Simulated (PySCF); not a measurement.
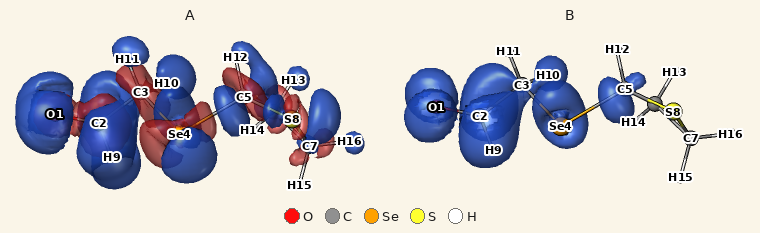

*C₅H₈OSSe, SMILES `O=CC[Se]C1CCS1`. The Fukui function f⁺ from two separate SCF calculations and the density of the LUMO, at ±0.015 e/Å³ (blue positive, red negative).*

Level of theory: CAM-B3LYP/def2-SVP (PySCF), at a geometry from GFN2-xTB. No frequency check shows the geometry to be a minimum. GFN2-xTB bond lengths at metals and heavier atoms can be off by up to 0.1 Å and shapes distorted, which carries into these values.

Input

```python
import numpy as np
from pyscf import gto, scf, dft
from pyscf.scf import atom_ks, atom_hf
from scipy.linalg import block_diag

def solve(mol, dm0=None, hcore=None):
    mf = (dft.UKS if mol.spin else dft.RKS)(mol, xc='camb3lyp')
    mf.grids.level = 3
    mf = mf.density_fit(auxbasis='def2-universal-jkfit')
    mf.conv_tol, mf.max_cycle = 1e-8, 80
    if hcore is not None:
        mf.get_hcore = lambda *args: hcore
    mf.kernel(dm0)
    if not mf.converged:
        mf = mf.newton().run(mf.mo_coeff, mf.mo_occ, max_cycle=30)
    assert mf.converged, 'SCF not converged'
    return mf

mol = gto.M(atom='''
O     -4.12925    -0.16170    -0.03209
C     -3.03273    -0.55250     0.24670
C     -1.84311    -0.48728    -0.65196
Se    -0.47128     0.64067     0.23691
C      1.10004    -0.19635    -0.68995
C      1.56859    -1.50873    -0.06786
C      2.72169    -0.89234     0.72031
S      2.65467     0.64695    -0.27272
H     -2.80674    -0.99295     1.23877
H     -1.39102    -1.47514    -0.75637
H     -2.09097    -0.06026    -1.62444
H      0.87541    -0.19713    -1.75670
H      1.92792    -2.19600    -0.83443
H      0.82431    -2.02115     0.54487
H      2.47739    -0.67503     1.75834
H      3.67965    -1.39950     0.65180
''', basis='def2-svp', charge=0, spin=0, verbose=4)
mf = solve(mol)
out = dict(e0=mf.e_tot, dm0=mf.make_rdm1(), c=mf.mo_coeff, occ=mf.mo_occ, eps=mf.mo_energy)
for name, dq, spin in [('cation', 1, 1), ('anion', -1, 1)]:
    ion = mol.copy().set(charge=mol.charge + dq, spin=spin).build()
    mi = solve(ion)
    if spin and dq > 0 and mol.nao < 130:
        c, _, stable, _ = mi.stability(return_status=True)
        if not stable:
            mi = solve(ion, mi.make_rdm1(c, mi.mo_occ))
    print(name, 'vertical energy change / eV', (mi.e_tot - mf.e_tot) * 27.211386)
    out.update({'e_' + name: mi.e_tot, 'dm_' + name: mi.make_rdm1(), 's2_' + name: mi.spin_square()[0], 'eps_' + name: mi.mo_energy, 'occ_' + name: mi.mo_occ})
# spherically averaged free atoms, for the promolecule
atm = atom_ks.get_atm_nrks(mol, xc='camb3lyp')
pro = block_diag(*[(atm[a[0]][2] * atm[a[0]][3]) @ atm[a[0]][2].T for a in mol._atom])
np.savez('result.npz', pro=pro, **out)
```

Command:

```sh
OMP_NUM_THREADS=1 python input.py
```

The run took 6.7 min on 1 thread of Intel(R) Xeon(R) Processor @ 2.50GHz (Skylake/Cascade Lake), on a shared host, peak memory 1.2 GiB.

Partitions, critical points and surface values were worked out afterwards from this run's density.

Which panel is which, and how good is the frozen-orbital picture?

A is f⁺ (it has negative regions), B the LUMO density. The LUMO lies on C2 (34 %), O1 (28 %) and Se4 (14 %); f⁺ (Hirshfeld-condensed) is largest on C2 (0.22), O1 (0.20) and Se4 (0.15); the vertical electron affinity is −1.12 eV (the stability of the anion's solution wasn't checked; negative, but this basis has no diffuse functions, so it doesn't show that the anion is unbound). Relaxation shifts 26 % of the electron between atoms. The orbital energy is 0.28 eV.
